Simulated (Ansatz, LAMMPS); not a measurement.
# Glassy 69CaO-31Al2O3 (mol %) (141 atoms) under strain, part 3 of 3

How stiff is glassy 69CaO-31Al2O3 (mol %) (141 atoms), and how do its levels respond to strain?

Ansatz 0.2.0; Kohn-Sham DFT, PBEsol, PAW (set soft_2), plane waves.

The cell: 33 Ca, 30 Al and 78 O. The quench rate of 30 K/ps is orders of magnitude faster than experiment. The starting topology of bonds comes from the classical model. The Brillouin zone is sampled at Γ only.

So far. Step 10 (Stretched by 1 % along x): The relaxation converged after 6 steps, 0.0700 eV below its start, with a largest force component of 0.024 eV/Å. Step 10 (Stretched by 1 % along x): Stretched by 1 % along x: the energy stands 0.0708 eV above that of the reference, at a pressure of -0.813 GPa.

### Step 11. Compressed by 1 % along x

The relaxed cell is strained along x alone, which gives the stiffness along x and its coupling to y and z.

Contents of input.yaml:

```yaml
crystal:
  lattice:
    - [12.1384, -0.16022, -0.0543]
    - [-0.15862, 11.91444, 0.1658]
    - [-0.05376, 0.1658, 11.99904]
  atoms:
    [... the 141 atom lines of step 4 ...]
kpoints:
  mp_grid: { grid: [1, 1, 1] }
hamiltonian:
  xc: pbesol
scf:
  occupations: { method: fixed }
output:
  forces: true
  eigenvalues: true
  stress: true
relax:
  f_tol: 0.05
  max_steps: 70
```

On the command line:

```sh
$ ansatz run input.yaml --threads 4 --pin off --max-ram 8192MiB --backend cpu --events-out ev --progress --plain --runs-dir out
```

Numbers of over 12 decimals in the logs are rounded to 6 here.

The program printed:

```text
[...]
Crystal: 141 atoms, lattice volume = 1734.657 Å³
Basis set: ecut = 420 eV, 33895 PW (Γ), exchange–correlation on 180×160×162 points (8 copies of the dense FFT grid, shifted against one another)
Bands: 585, of which v1, the nominal top of the filled ones, is band 444 counted from 1 (443 counted from 0)
Symmetry: 1 space group operations
[...]
k-points: 1
[...]
SCF iter   1: F=—  HF=-118893.081606 eV  |F-HF|=—  |Δ(HF+E_count)|=         —  Δρ=1.36e-2  dr2=2.70e0  ethr=1.77e-3  ⟨swp⟩=5.0  Hψ=1984  notcnv=0  defer=138
[...]
SCF iter   7: F=-118892.355451 eV  HF=-118892.355445 eV  |F-HF|=5.64e-6  |Δ(HF+E_count)|=   1.35e-5  Δρ=2.47e-5  dr2=9.87e-6  ethr=7.04e-9  ⟨swp⟩=15.0  Hψ=4114  notcnv=0
SCF 1 converged in 7 iterations: F = -118892.355451 eV  dr2 = 9.87e-6
[...]
relax step   1: F+E_penalty+E_count = -118892.35545080 eV  Δ(F+E_penalty+E_count) = +0.000e0 eV  max|allowed force component| = 3.072e-1 eV/Å  Δτ_max = 0.0000 Å  (7 SCF iters, dr2 threshold 6.25e-5 eV, accepted)
[...]
relax step   2: F+E_penalty+E_count = -118892.39568822 eV  Δ(F+E_penalty+E_count) = -4.024e-2 eV  max|allowed force component| = 2.020e-1 eV/Å  Δτ_max = 0.0196 Å  (6 SCF iters, dr2 threshold 5.90e-6 eV, accepted)
[...]
relax step   3: F+E_penalty+E_count = -118892.41833863 eV  Δ(F+E_penalty+E_count) = -2.265e-2 eV  max|allowed force component| = 8.966e-2 eV/Å  Δτ_max = 0.0179 Å  (7 SCF iters, dr2 threshold 2.55e-6 eV, accepted)
relax step   4: F+E_penalty+E_count = -118892.40627529 eV  Δ(F+E_penalty+E_count) = +1.206e-2 eV  max|allowed force component| = 1.266e-1 eV/Å  Δτ_max = 0.2000 Å  (10 SCF iters, rejected (line search))
[...]
relax step   5: F+E_penalty+E_count = -118892.42942528 eV  Δ(F+E_penalty+E_count) = -1.109e-2 eV  max|allowed force component| = 4.777e-2 eV/Å  Δτ_max = 0.0777 Å  (9 SCF iters, accepted)
SCF converged after 9 iterations
Free energy (F): -118892.429425 eV
[...]
Internal energy: -118892.429425 eV  (E = F + TS)
E sigma→0 (E₀):  -118892.429425 eV
Fermi energy:    6.648997 eV
[...]
--- Forces (eV/Å), atoms counted from 1 ---
  atom   1  Ca    -0.01170169     0.01503410    -0.00961663
  atom   2  Ca     0.01740984     0.01401690    -0.02279968
  atom   3  Ca     0.03836975    -0.00324748    -0.01381736
  atom   4  Ca    -0.00441274     0.01517064     0.03740124
  atom   5  Ca     0.00157574    -0.00326565    -0.00007114
  atom   6  Ca     0.00183854    -0.00761163    -0.02195021
  atom   7  Ca     0.02004305    -0.01391757     0.00932164
  atom   8  Ca    -0.02253937     0.01074622     0.00456251
  atom   9  Ca     0.00458241    -0.01170314     0.00996791
  atom  10  Ca    -0.01446040    -0.00876444     0.01330151
  atom  11  Ca    -0.04404550     0.00590829     0.01874707
  atom  12  Ca    -0.01346448     0.01445172     0.02032513
  atom  13  Ca     0.03851052    -0.00907718    -0.00233291
  atom  14  Ca     0.02058121     0.01630480     0.00405971
[...]
atom 140  O     -0.01367948    -0.00167654    -0.00928891
  atom 141  O      0.02260226    -0.00007050     0.00411033
  max |Σ_I F_I| component: 1.60e-5 eV/Å
--- Stress (GPa, compression-positive) ---
        1.298983      -0.053436      -0.046652
       -0.053436       0.520842       0.048829
       -0.046643       0.048829       0.676677
  P = ⅓ Tr σ = 0.8322 GPa (8.322 kbar)
--- Band table (eV) ---
[...]
--- Relaxed structure (5 steps of the walk, 4 accepted, 0 SCFs on fresh bases) ---
  F+E_penalty+E_count = -118892.42942528 eV   max|allowed force component| = 4.777e-2 eV/Å
  atoms:
    - { symbol: Ca, position: [0.719186, 0.276230, 0.621133] }
    - { symbol: Ca, position: [0.120986, 0.761614, 0.544265] }
    - { symbol: Ca, position: [0.190025, 0.051788, 0.764912] }
    - { symbol: Ca, position: [0.711893, 0.460779, 0.376730] }
[...]
- { symbol: O, position: [0.739554, 0.433669, 0.807410] }
```

Run time: 3.3 min. Hardware: 4 threads of Arm Neoverse V1, shared host; peak memory 2.8 GiB.

The relaxation converged after 5 steps, 0.0740 eV below its start, with a largest force component of 0.048 eV/Å.

Compressed by 1 % along x: the energy stands 0.0739 eV above that of the reference, at a pressure of 0.832 GPa.

### Step 12. Pressure against volume

Atoms are relaxed at each volume, in the scaled cell.

| volume change (%) | volume (Å³/atom) | energy change (meV/atom) | pressure (GPa) | largest move on relaxing (Å) | bonds | gap (eV) |
| --- | --- | --- | --- | --- | --- | --- |
| -10 | 11.184 | 33.67 | 10.63 | 0.95 | 352 | 3.63 |
| -6 | 11.681 | 9.21 | 5.36 | 0.98 | 344 | 3.50 |
| -3 | 12.054 | 3.12 | 2.76 | 0.18 | 334 | 3.46 |
| +0 | 12.427 | 0.00 | 0.00 | - | 329 | 3.37 |
| +3 | 12.800 | 2.91 | -2.45 | 0.08 | 328 | 3.28 |
| +6 | 13.172 | 11.06 | -4.48 | 0.20 | 318 | 3.18 |

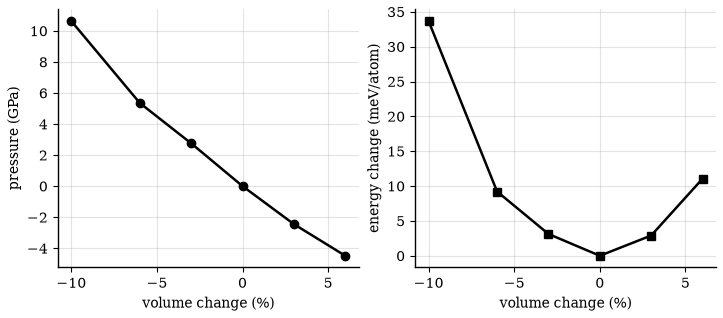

Pressure and energy against volume.

### Step 13. Uniaxial strain and shear

Stress (GPa, compression positive) less that of the relaxed cell, atoms relaxed:

```csv
strain,xx,yy,zz,xy,energy change (meV/atom)
stretched by 1 % along x,-1.278,-0.516,-0.654,0.013,0.50
compressed by 1 % along x,1.277,0.527,0.683,-0.042,0.52
```

### Step 14. Outcome

The bulk modulus, from the slope of pressure against ln V over the three points nearest the relaxed volume, is 86.7 GPa; between neighbouring points the slope runs 121, 83, 90, 83 and 71 GPa from the smallest volume up, without a steady fall, so no pressure derivative is given. The count of bonds runs from 318 to 352 over the series, so at some points contacts cross the cutoffs. At -10 % and -6 % some atom moved by over 0.5 Å on relaxing, so those points may sit in another local minimum. The gap goes from 3.63 eV at the smallest volume to 3.18 eV at the largest, -2.7 eV per unit of ln V by a straight line, on the run's k-points. In the Cartesian axes of the cell, finite differences give C11 = 128, C12 = 52.2 and C13 = 66.8 GPa. The mean of C11, C12 and C13, which equals the bulk modulus in a cubic or isotropic solid, is 82.3 GPa: it agrees with the bulk modulus within 10 %.

Caveats: Strains are finite and relaxations stop at the force tolerance of the input, which can leave moduli too stiff; they are those of a static cell at zero temperature. Volumes are changed with the cell's shape held, so in an anisotropic solid the modulus lies over the one under free hydrostatic load. The program notes that the SCF threshold of the relaxations is loose for the stress.

The DFT runs together took 55 min of wall time.

[Logs are printed without paths, hosts, clocks, repeated set-up lines and the standing remarks that a program may print on its own settings, such as how far it seeks lower states.]

[Hosts, paths, dates, database ids (printed as entryN), source tags and the programs' standing remarks are cut or masked in the printed files.]
